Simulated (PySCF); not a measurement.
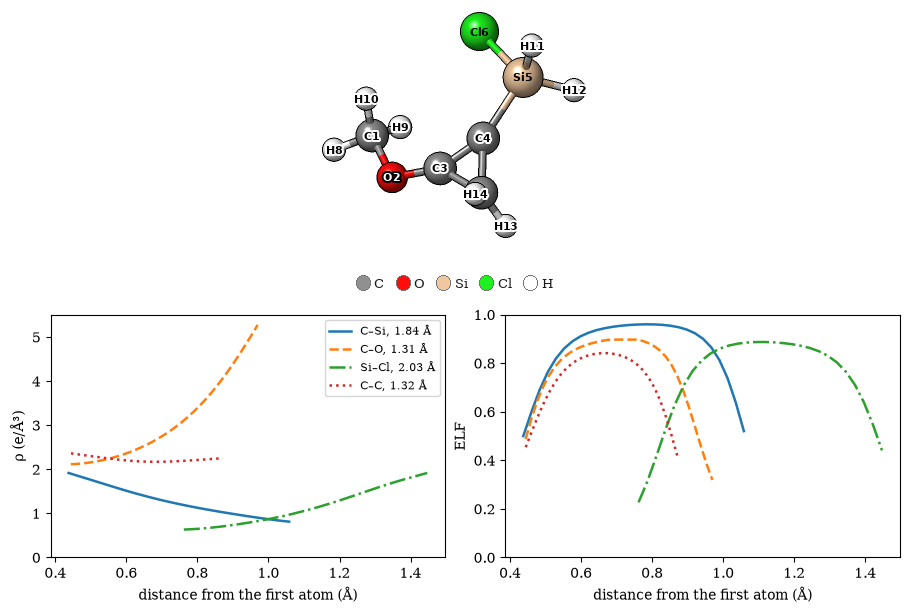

The picture shows: C4H7ClOSi. Total electron density and ELF along straight lines between neighbouring atoms. The curves leave out the atomic cores. The structure is drawn too.

Geometry: GFN2-xTB.

All numbers below come from PBE0/def2-SVPD, SCF density, gas phase (PySCF).

```xyz
14

C    -2.2047    0.5595    0.4608
O    -1.7534   -0.7509    0.1480
C    -0.4469   -0.8913    0.1091
C     0.7715   -0.4057    0.2105
Si    1.9580    0.9701    0.5041
Cl    0.8504    2.6399    0.8355
C     0.6143   -1.8892   -0.1324
H    -3.2900    0.5333    0.3916
H    -1.7991    1.2882   -0.2448
H    -1.8992    0.8405    1.4716
H     2.7726    0.7476    1.6972
H     2.7892    1.2267   -0.6705
H     0.8094   -2.2289   -1.1441
H     0.8271   -2.6403    0.6211
```

### Compare the contacts.

C–Si (1.84 Å): ρ at the midpoint is about 0.96 e/Å³; the ELF peaks at about 0.95 between the atoms, as expected for a covalent bond.
C–O (1.31 Å): ρ at the midpoint is about 2.6 e/Å³; the ELF peaks at about 0.90 between the atoms, as expected for a polar covalent bond.
Si–Cl (2.03 Å): ρ is about 0.9 e/Å³ halfway; the ELF peaks at about 0.90 between the atoms: a shared but strongly polarised pair.
C–C (1.32 Å): the density is about 2.2 e/Å³ at the midpoint; the ELF peaks at about 0.85 between the atoms: a short, multiple covalent bond.
